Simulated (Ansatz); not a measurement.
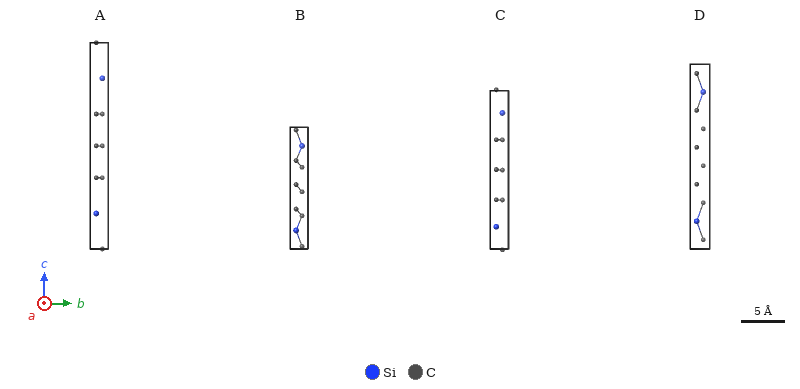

4 geometries from one relaxation of crystalline SiC₄ (a generated structure, set up in P-3m1) (coarse preliminary run), in shuffled order. A ball-and-stick model of the cell of the calculation, seen along the a axis.

The calculation used Ansatz, DFT PBE, scalar-relativistic, plane waves, PAW. Set-up: plane-wave cutoff 420 eV; k-point mesh 6 × 6 × 1; occupations gaussian; smearing width 0.1 eV; no spin polarisation; cell and atoms relaxed; force threshold 0.04 eV/Å; at most 70 steps.

> Order the frames from highest to lowest energy.

D, B, C, A. They are steps 0, 7, 14, 29, at +4168 meV per atom, +1688 meV per atom, +87.5 meV per atom relative to the last. The largest moves relative to the cell, 2.30 Å, are those of C atoms. By element the largest moves are C 2.30 Å, Si 0.53 Å. Cell: a = b 2.665 → 2.470 Å (−7.3 %), c 21.610 → 24.115 Å (+11.6 %). Volume −4.1 %. Near-neighbour distances that change, for instance: C–Si 2.653 → 4.416 Å, C–Si 2.653 → 4.390 Å, C–C 2.653 → 1.426 Å, Si–Si 2.665 → 2.470 Å. New bonds form: C–C (2.65 → 1.43 Å). The space group stays P-3m1 (No. 164). Over 27 accepted moves (29 points after the start) the energy falls by 4168 meV per atom. Largest force component: 0.28 eV/Å at the start, 0.013 eV/Å at the end. The pressure goes from −24.26 to 0.22 GPa. The SCF was repeated twice at an unchanged geometry on a basis and grid sized afresh for the cell, which shifted the energy by 1.4 meV per atom at most. The run took 91 s on 1 thread of Intel(R) Xeon(R) Processor @ 2.70GHz, on a shared host, peak memory 0.39 GiB.
